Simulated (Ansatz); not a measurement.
# How LiPS3 absorbs and reflects light, part 2 of 2

Wanted: where LiPS3 starts to absorb, how strongly, and its refractive index.

Ansatz 0.2.0; DFT, r2SCAN, plane-wave PAW, default files, scalar-relativistic, independent-particle optical response without local fields.

So far. Step 2 (Ground state and bands): There is a gap, 2.18 eV on the path, so no carriers' term is needed. The cell is left with a pressure of 1.3 GPa and forces up to 0.42 eV/Å, as it stands unrelaxed at this level.

## (3) Spectrum

The spectrum is a sum over vertical transitions between filled and empty bands at the fixed density, so many empty bands are needed.

This step: DFT, r2SCAN, plane-wave PAW, default files, scalar-relativistic, independent-particle optical response without local fields (Ansatz 0.2.0).

input.yaml

```yaml
crystal:
  lattice:
    - [5.5578, -3.5035, 0.0]
    - [5.5578, 3.5035, 0.0]
    - [-3.7957895619, 0.0, 5.3074392707]
  atoms:
    - { symbol: S, position: [0.6808, 0.6808, 0.0615] }
    - { symbol: S, position: [0.3192, 0.3192, 0.9385] }
    - { symbol: S, position: [0.8022, 0.8022, 0.6739] }
    - { symbol: S, position: [0.1978, 0.1978, 0.3261] }
    - { symbol: S, position: [0.7788, 0.2212, 0.5] }
    - { symbol: S, position: [0.2212, 0.7788, 0.5] }
    - { symbol: P, position: [0.8461, 0.8461, 0.4194] }
    - { symbol: P, position: [0.1539, 0.1539, 0.5806] }
    - { symbol: Li, position: [0.2407, 0.7593, 0.0] }
    - { symbol: Li, position: [0.7593, 0.2407, 0.0] }
kpoints:
  mp_grid: { grid: [5, 5, 5] }
scf:
  occupations: { method: fixed }
hamiltonian:
  xc: r2scan
  pseudopotentials: { kind: paw }
output:
  optics:
    e_range: [0, 14]
    de: 0.05
    sigma: 0.1
    nscf_kmesh: { grid: [4, 4, 4] }
    bands: { spectra_wanted_up_to: 14 }
```

Started as:

```sh
ansatz run input.yaml --threads 4 --pin off --max-ram 8192MiB --backend cpu --events-out ev --progress --plain --runs-dir out
```

Numbers of over 12 decimals in the logs are rounded to 6 here.

The program printed:

```text
[...]
Crystal: 10 atoms, lattice volume = 206.690 Å³
Basis set: ecut = 500 eV, 5225 PW (Γ), exchange–correlation on 192×192×192 points (64 copies of the dense FFT grid, shifted against one another)
Bands: 36, of which v1, the nominal top of the filled ones, is band 26 counted from 1 (25 counted from 0)
Symmetry: 4 space group operations
[...]
k-points: 39 of 125
[...]
SCF iter   1: F=—  HF=-7370.163564 eV  |F-HF|=—  |Δ(HF+E_count)|=         —  Δρ=5.22e-3  dr2=7.83e-2  dr2_τ=1.43e-1  ethr=1.77e-3  ⟨swp⟩=5.1  Hψ=6095  notcnv=0  defer=293
[...]
SCF iter  10: F=-7370.253874 eV  HF=-7370.253874 eV  |F-HF|=1.82e-12  |Δ(HF+E_count)|=  1.46e-11  Δρ=2.82e-8  dr2=3.06e-12  dr2_τ=1.43e-13  ethr=1.00e-12  ⟨swp⟩=13.4  Hψ=7309  notcnv=0
SCF 1 converged in 10 iterations: F = -7370.253874 eV  dr2 = 3.06e-12
[...]
NSCF: frozen V_eff on 24 k-points
[...]
output.optics: what the bands over the 81 summed would add to eps1, eps2 and the energy-loss function is held between a lower and an upper bound (8 Lanczos steps). eps1, eps2 and their loss function (loss_summed_bands) are given on every row as the summed bands alone make them. Along an axis, on a row where the two bounds hold the loss function to about 1 % of the greater of itself and 0.5 % of |1/eps|, its cell (loss_completed) is given, with the completed eps1 and eps2 that it is formed of (a cell that is left empty reads nan in the table and null in the record). The two bounds hold it so along every axis on all 281 rows up to 14.000 eV. [rest of the remark cut]
SCF converged after 10 iterations
Free energy (F): -7370.253874 eV
[...]
Internal energy: -7370.253874 eV  (E = F + TS)
E sigma→0 (E₀):  -7370.253874 eV
Fermi energy:    3.560509 eV
[...]
--- Band table (eV; the first three rows and the last of 39) ---
  k-point 0: bands = [... 22 lower, 2.7571, 3.0154, 3.1485, 3.5605, 6.1209, 6.6672, 7.2318, 7.9461, ... 6 higher]
  k-point 1: bands = [... 22 lower, 2.8335, 2.9680, 3.1623, 3.2616, 5.9301, 6.7354, 6.9860, 7.9145, ... 6 higher]
  k-point 2: bands = [... 22 lower, 2.6878, 2.8595, 2.8832, 3.0561, 5.7523, 6.7137, 6.7292, 8.0603, ... 6 higher]
  k-point 38: bands = [... 22 lower, 2.7175, 2.7419, 2.8659, 2.9685, 6.4691, 6.8787, 7.3898, 8.2653, ... 6 higher]
```

Wall time 3.2 min (4 threads of Intel Xeon at 2.50GHz (Skylake/Cascade Lake), shared host); peak memory 2.4 GiB; 12 min of CPU time.

Read-outs, printed or worked out from the files:

* electronic dielectric constant ε∞, mean over x, y and z (by symmetry where fewer were run): 5.530
* absorption onset, first axis (α over 10⁴ cm⁻¹, or the direct gap if that lies higher): 2.581 eV
* main peak of Im epsilon, first axis: 7.974 eV
* photocurrent from vertical transitions in a film 500 nm thick on a perfect mirror (two passes), AM1.5G, no front reflection, all carriers collected: 5.242 mA/cm²
* least direct gap on the mesh: 2.560 eV
* bands summed: 81
* spectra valid up to: 19.70 eV
* program's estimate of the k-sum error in Im epsilon: 0.17 %
* electrons in the f-sum: 42.41

The Im ε has structure finer than the step of the table below, so its rows give means over 0.5 eV, whole bins alone (the curve runs from 0 to 14 eV). Peaks (eV: height): E ∥ x 3.65: 7.55, 7.95: 14.9; E ∥ y 4.10: 4.04, 8.90: 13.2; E ∥ z 4.00: 4.65, 5.75: 10.3, 7.20: 7.22, 8.85: 8.53.

Im ε against photon energy; means over each step:

| photon energy (eV) | E ∥ x | E ∥ y | E ∥ z |
| --- | --- | --- | --- |
| 2.0 | 0 | 0 | 0 |
| 2.5 | 0.304 | 0.243 | 0.118 |
| 3.0 | 2.28 | 1.39 | 1.33 |
| 3.5 | 5.41 | 1.95 | 2.81 |
| 4.0 | 5.89 | 3.44 | 3.89 |
| 4.5 | 5.33 | 2.71 | 3.33 |
| 5.0 | 5.39 | 2.10 | 4.23 |
| 5.5 | 5.16 | 2.07 | 8.04 |
| 6.0 | 3.86 | 2.42 | 8.48 |
| 6.5 | 3.97 | 2.84 | 4.98 |
| 7.0 | 5.27 | 4.46 | 6.03 |
| 7.5 | 8.02 | 5.15 | 6.04 |
| 8.0 | 12.9 | 6.95 | 7.24 |
| 8.5 | 7.51 | 8.30 | 7.81 |
| 9.0 | 5.54 | 11.4 | 6.95 |
| 9.5 | 4.87 | 6.96 | 5.80 |
| 10.0 | 4.15 | 5.71 | 5.18 |
| 10.5 | 3.58 | 4.50 | 3.96 |
| 11.0 | 2.81 | 3.87 | 2.96 |
| 11.5 | 2.26 | 3.01 | 2.10 |
| 12.0 | 1.66 | 2.43 | 1.76 |
| 12.5 | 1.41 | 1.86 | 1.34 |
| 13.0 | 1.15 | 1.51 | 1.32 |
| 13.5 | 0.970 | 1.17 | 1.11 |

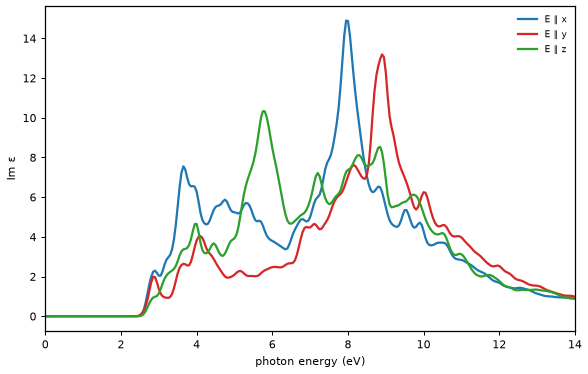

Im ε against photon energy.

Re ε against photon energy:

| photon energy (eV) | E ∥ x | E ∥ y | E ∥ z |
| --- | --- | --- | --- |
| 0 | 6.07 | 4.85 | 5.67 |
| 1 | 6.27 | 4.97 | 5.82 |
| 2 | 7.09 | 5.44 | 6.41 |
| 3 | 8.85 | 5.50 | 8.23 |
| 4 | 5.15 | 6.08 | 6.59 |
| 5 | 4.48 | 4.82 | 8.13 |
| 6 | 3.65 | 5.41 | 1.93 |
| 7 | 6.00 | 6.00 | 4.21 |
| 8 | 0.945 | 5.85 | 2.82 |
| 9 | -2.83 | -1.35 | -2.47 |
| 10 | -2.62 | -1.68 | -2.74 |
| 11 | -2.12 | -2.25 | -2.51 |
| 12 | -1.85 | -2.06 | -2.00 |
| 13 | -1.34 | -1.59 | -1.23 |
| 14 | -0.884 | -1.10 | -0.969 |

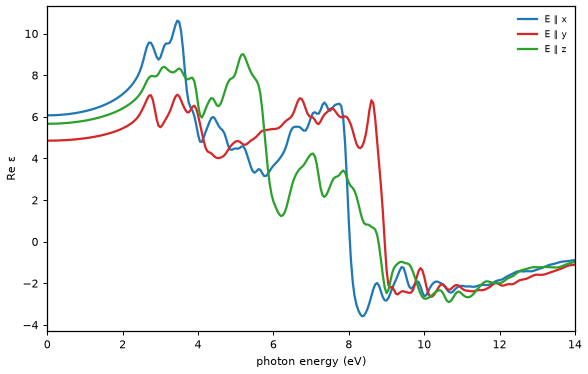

Re ε against photon energy.

Loss function −Im 1/ε at q → 0 against energy loss; read off at these points:

| energy loss (eV) | E ∥ x | E ∥ y | E ∥ z |
| --- | --- | --- | --- |
| 2.0 | 0 | 0 | 0 |
| 3.0 | 0.0247 | 0.0428 | 0.0165 |
| 4.0 | 0.0953 | 0.0741 | 0.0714 |
| 5.0 | 0.110 | 0.0759 | 0.0482 |
| 5.8 | 0.151 | 0.0677 | 0.0818 |
| 6.0 | 0.137 | 0.0698 | 0.112 |
| 7.0 | 0.0820 | 0.0799 | 0.113 |
| 8.0 | 0.0669 | 0.0840 | 0.118 |
| 9.0 | 0.144 | 0.0805 | 0.129 |
| 10.0 | 0.170 | 0.149 | 0.151 |
| 11.0 | 0.226 | 0.191 | 0.195 |
| 12.0 | 0.269 | 0.238 | 0.249 |
| 13.0 | 0.369 | 0.315 | 0.404 |
| 14.0 | 0.566 | 0.452 | 0.514 |

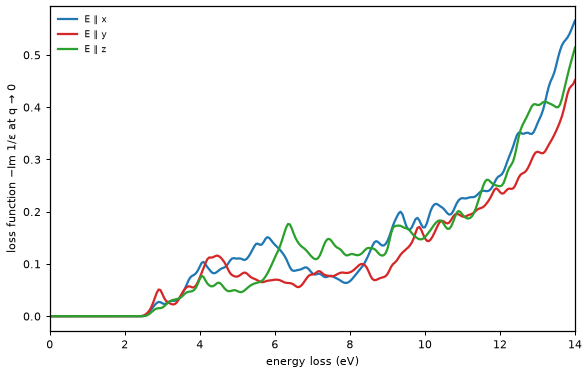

Loss function −Im 1/ε at q → 0 against energy loss.

Refractive index n and extinction k against photon energy:

| photon energy (eV) | n, E ∥ x | k, E ∥ x | n, E ∥ y | k, E ∥ y |
| --- | --- | --- | --- | --- |
| 0 | 2.46 | 0 | 2.20 | 0 |
| 2 | 2.66 | 0 | 2.33 | 0 |
| 4 | 2.58 | 1.22 | 2.57 | 0.742 |
| 6 | 2.11 | 0.898 | 2.38 | 0.519 |
| 8 | 2.82 | 2.64 | 2.74 | 1.29 |
| 10 | 1.10 | 1.95 | 1.55 | 2.02 |
| 12 | 0.569 | 1.47 | 0.774 | 1.63 |
| 14 | 0.427 | 1.03 | 0.432 | 1.13 |

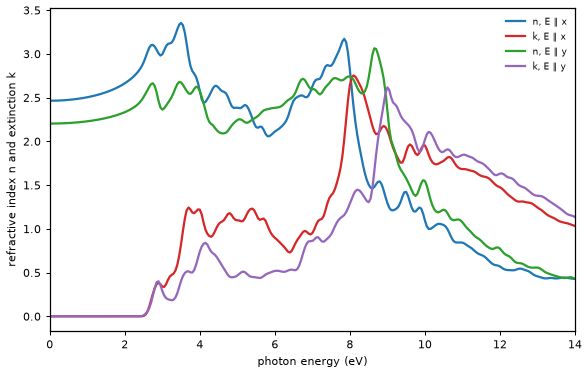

Refractive index n and extinction k, plotted against photon energy.

The reflectivity at normal incidence has structure finer than the step of the table below, so its rows give means over 0.5 eV, whole bins alone (the curve runs from 0 to 14 eV). Peaks (eV: height): E ∥ x 3.60: 32.6, 8.30: 50.7, 10.05: 47.0, 12.10: 51.4; E ∥ y 4.00: 22.7, 9.05: 48.3, 13.40: 50.8; E ∥ z 5.85: 37.3, 7.25: 30.9, 9.00: 45.5, 11.30: 53.8, 12.10: 53.1, 13.65: 50.1.

The reflectivity at normal incidence by photon energy; means over each step:

| photon energy (eV) | E ∥ x (%) | E ∥ y (%) | E ∥ z (%) |
| --- | --- | --- | --- |
| 0.5 | 18.0 | 14.2 | 16.8 |
| 1.0 | 18.4 | 14.5 | 17.1 |
| 1.5 | 19.2 | 15.0 | 17.8 |
| 2.0 | 20.7 | 16.0 | 18.8 |
| 2.5 | 24.0 | 18.6 | 21.1 |
| 3.0 | 26.3 | 18.5 | 23.6 |
| 3.5 | 30.6 | 20.8 | 24.8 |
| 4.0 | 27.0 | 21.5 | 24.2 |
| 4.5 | 25.7 | 16.5 | 23.1 |
| 5.0 | 25.1 | 16.1 | 26.9 |
| 5.5 | 24.2 | 16.8 | 33.0 |
| 6.0 | 19.8 | 18.6 | 35.0 |
| 6.5 | 21.7 | 21.0 | 24.3 |
| 7.0 | 25.7 | 24.2 | 27.0 |
| 7.5 | 32.2 | 25.8 | 27.7 |
| 8.0 | 46.0 | 29.7 | 31.2 |
| 8.5 | 47.8 | 32.5 | 35.9 |
| 9.0 | 44.8 | 45.8 | 41.8 |
| 9.5 | 40.5 | 45.4 | 38.1 |
| 10.0 | 44.1 | 42.4 | 45.5 |
| 10.5 | 44.0 | 43.7 | 47.1 |
| 11.0 | 46.7 | 44.4 | 50.0 |
| 11.5 | 49.1 | 47.3 | 50.8 |
| 12.0 | 51.0 | 47.3 | 51.3 |
| 12.5 | 48.1 | 49.8 | 49.3 |
| 13.0 | 49.7 | 49.4 | 44.9 |
| 13.5 | 46.9 | 50.5 | 48.1 |

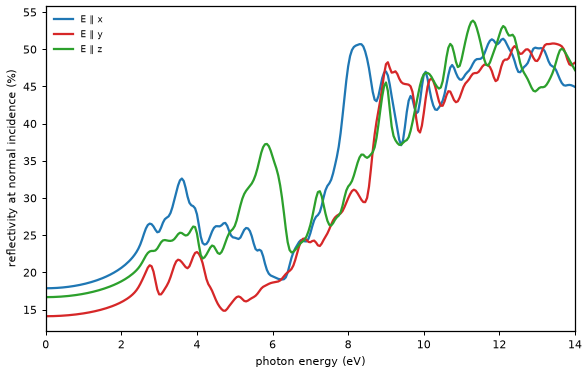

Reflectivity at normal incidence, plotted against photon energy.

From ε follow the optical constants at some laser and lamp lines:

| wavelength (nm) | n x | k x | R (%) x | 1/α x | n y | k y | R (%) y | 1/α y |
| --- | --- | --- | --- | --- | --- | --- | --- | --- |
| 1550 | 2.49 | 0.000 | 18.2 | over 1 mm | 2.22 | 0.000 | 14.3 | over 1 mm |
| 1064 | 2.52 | 0.000 | 18.6 | over 1 mm | 2.24 | 0.000 | 14.6 | over 1 mm |
| 532 | 2.78 | 0.000 | 22.2 | over 1 mm | 2.42 | 0.000 | 17.2 | 885 µm |
| 365 | 3.28 | 0.585 | 29.7 | 50 nm | 2.65 | 0.262 | 20.9 | 111 nm |
| 308 | 2.53 | 1.191 | 27.1 | 21 nm | 2.54 | 0.770 | 22.6 | 32 nm |
| 248 | 2.38 | 1.098 | 24.7 | 18 nm | 2.24 | 0.466 | 16.4 | 42 nm |
| 193 | 2.38 | 0.739 | 20.5 | 21 nm | 2.49 | 0.533 | 20.1 | 29 nm |

Rows near the edge hang on the gap, which this functional as a rule makes too small, and phonon-assisted absorption is left out.

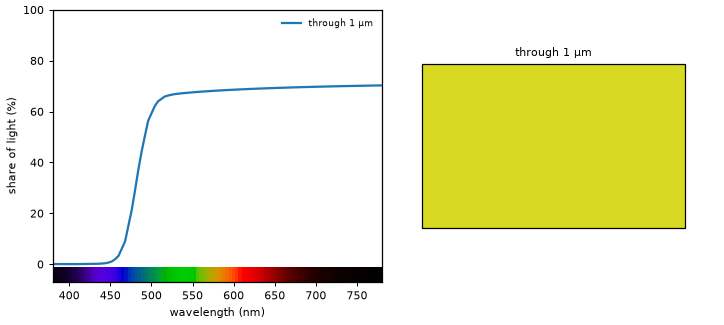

Light through 1 µm across the visible range, with the colour that it makes of daylight (sRGB).

Through 1 µm of it, D65 light comes out yellow (x = 0.414, y = 0.500; 65 % transmitted). A larger true gap would move the edge to shorter wavelengths and change the colour.

The f-sum over the summed bands holds 42.4 of the cell's 52 electrons outside the frozen cores, 16 of which lie in bands more than 12 eV below the Fermi level, whose transitions come at higher energies. Up to 14 eV the strength has a mean oscillator energy of 7.0 eV, close to the main peak.

## (4) Outcome

| Item | Value |
| --- | --- |
| gap on the path | 2.18 eV |
| least direct gap on the path | 2.56 eV |
| electronic dielectric constant ε∞, mean over x, y and z (by symmetry where fewer were run) (independent particles) | 5.53 |
| absorption onset, first axis (α over 10⁴ cm⁻¹, or the direct gap if that lies higher) | 2.58 eV |
| main peak of Im epsilon, first axis | 7.97 eV |
| photocurrent from vertical transitions in a film 500 nm thick on a perfect mirror (two passes), AM1.5G, no front reflection, all carriers collected | 5.24 mA/cm² |

What this shows: At this level (r2SCAN, independent particles) LiPS3 has a mean ε∞ = 5.53 and n = 2.49 at 1550 nm (E ∥ x); absorption sets in near 2.6 eV, and Im ε peaks at 8.0 eV (E ∥ x). The gap is indirect (2.18 eV), so absorption without phonons can begin only at the direct gap of 2.56 eV. The absorption coefficient passes 10⁴ cm⁻¹ at 2.58 eV, inside the visible range. Distinct maxima of Im ε, read by a parabola through the highest points, lie at 3.66 eV (7.6), 4.75 eV (5.9), 7.97 eV (15) and 9.52 eV (5.4) for E ∥ x. The static values by axis are 6.07 (x), 4.85 (y), 5.66 (z). The f-sum over the summed bands holds 42.4 of the cell's 52 electrons outside the frozen cores, 16 of which lie in bands more than 12 eV below the Fermi level, whose transitions come at higher energies. Up to 14 eV the strength has a mean oscillator energy of 7.0 eV, close to the main peak. Through 1 µm of it, D65 light comes out yellow (x = 0.414, y = 0.500; 65 % transmitted). A larger true gap would move the edge to shorter wavelengths and change the colour. Excitons and phonon-assisted transitions are missing, and so are local fields; r2SCAN gaps are as a rule too small, which pulls the onset down and ε∞ up. In the base run ε includes the program's bounded estimate of what the bands above those summed add.

[Logs are printed without paths, hosts, clocks, repeated set-up lines and the standing remarks that a program may print on its own settings, such as how far it seeks lower states.]

[Hosts, paths, dates, database ids (printed as entryN), source tags and the programs' standing remarks are cut or masked in the printed files.]
